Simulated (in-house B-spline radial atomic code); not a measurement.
## RPA and GW calculation for Te⁴⁸⁺

Te⁴⁸⁺, configuration [He] 2s2. Computed at this level: RPA, second-order and SOSEX correlation energies and G0W0 (contour deformation) on a non-relativistic mean field, all electrons, B-spline basis (in-house B-spline radial atomic code).

## Key numbers

- outcome: converged
- mean-field total energy: −3299.11607 hartree
- total energy with exact exchange alone: −3299.11607 hartree
- exact exchange energy: −42.00853 hartree
- RPA correlation, extrapolated in the angular momentum of the empty orbitals: −0.63526 hartree
- RPA correlation, as summed: −0.63497 hartree
- direct second-order term: −0.76958 hartree
- second-order exchange term: 0.38074 hartree
- SOSEX term: 0.31390 hartree
- hardware: 1 CPU thread, shared host
- wall time: 0.6 s

## Remarks

Relativity is left out, which matters for an atom this heavy. To bear in mind: relativity is absent.

## The input
```
Z = 52
electrons = 4.0
configuration = [He] 2s2
hamiltonian = nr
method = hf
lmax = 9
spin_polarised = False
box_radius = 2.16
intervals = 46
ion_configuration = [He] 2s1
```

Launched within a batch (the task file carries these settings):
```bash
python <driver script> task.json out
```

The program writes its results to a structured record and prints no log; tables and figures of this report are taken from that record.

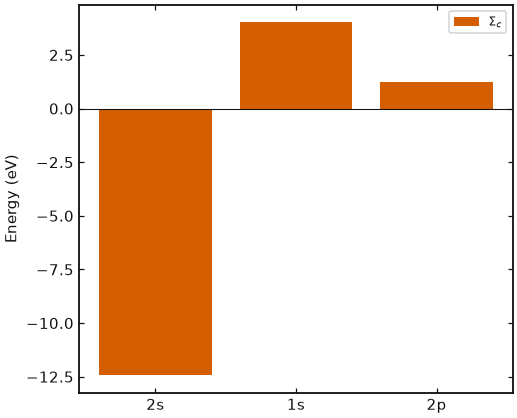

Figure 1. The G₀W₀ correction to each level (on Hartree–Fock the correlation self-energy alone) for Te⁴⁸⁺ ([He] 2s²). All-electron spherical atom, non-relativistic, Hartree-Fock start, no spin-orbit coupling, Breit or QED terms; computed with a B-spline radial code. The quasi-particle equation is solved at full frequency; levels of low quasi-particle weight Z are left out. Σ columns are in eV, and Σc holds an estimate for the angular momenta beyond the basis. G₀W₀ moves the highest occupied level, 2s, from −8434.4 to −8446.8 eV (renormalisation factor Z = 0.98). The empty level 2p goes from −8141.2 to −8139.9 eV.

```
Level  Mean field (eV)  Σc (eV)     Z  G₀W₀ (eV)
   2s          −8434.4    −12.4  0.98    −8446.8
   1s         −35363.0      4.0  1.00   −35358.9
   2p          −8141.2      1.2  0.99    −8139.9
```

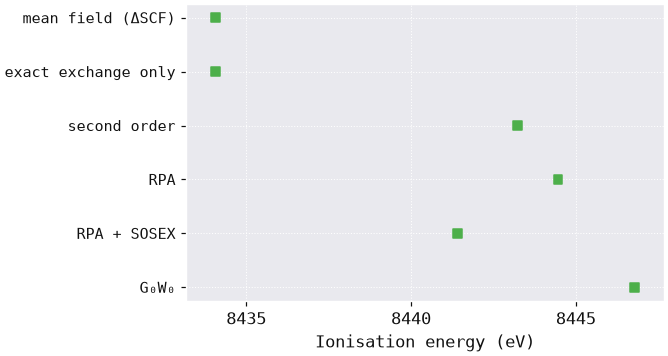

Figure 2. The ionisation energy of Te⁴⁸⁺ ([He] 2s² → [He] 2s) across levels of theory. Differences of total energies, each species on its own start, beside the G₀W₀ level. The values run from 8434.1 eV (mean field (ΔSCF) and exact exchange only) to 8446.8 eV (G₀W₀).

| Method | Ionisation energy (eV) |
| --- | --- |
| mean field (ΔSCF) | 8434.1 |
| exact exchange only | 8434.1 |
| second order | 8443.2 |
| RPA | 8444.5 |
| RPA + SOSEX | 8441.4 |
| G₀W₀ | 8446.8 |
